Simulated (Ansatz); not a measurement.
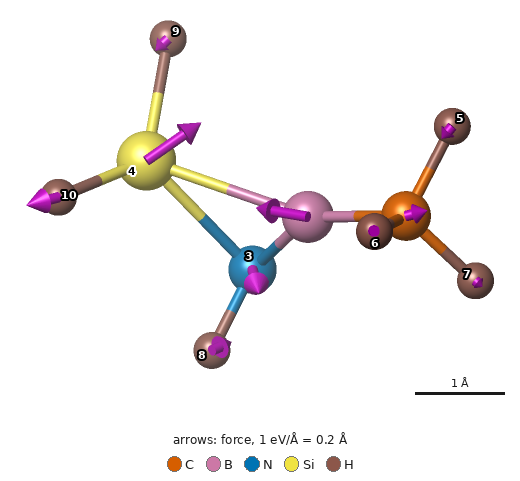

Starting geometry of CH6BNSi (coarse preliminary run) with the computed forces as purple arrows. The picture is a ball-and-stick view, seen at a tilt.

The start comes from a force field.

Computed with RKS PBE-D4/def2-SVP in Ansatz 0.2.0. Settings: force threshold 0.03 eV/Å; at most 200 steps.

Is this structure relaxed? If not, where do the atoms go?

Answer. It isn't relaxed: the largest force vector, on the Si atom, is 3.85 eV/Å. The final displacements follow the starting forces only in part (cosine between the two patterns 0.41). The largest move after the best rigid fit is that of an H atom, 0.67 Å. Largest moves by element: H 0.67 Å, N 0.44 Å, Si 0.30 Å, B 0.24 Å, C 0.11 Å. Near-neighbour distances that change, for instance: B–N 1.517 → 1.389 Å, H–Si 1.394 → 1.507 Å, B–Si 2.055 → 1.966 Å, H–N 1.070 → 1.025 Å. Bond angles that change, for instance: Si–N–H 102.1° → 146.9°, B–N–H 106.4° → 138.1°, H–Si–H 129.6° → 108.9°. After 7 geometry steps the energy has fallen by 177.9 kJ/mol. Largest force component: 3.4 eV/Å at the start, 0.023 eV/Å at the end.
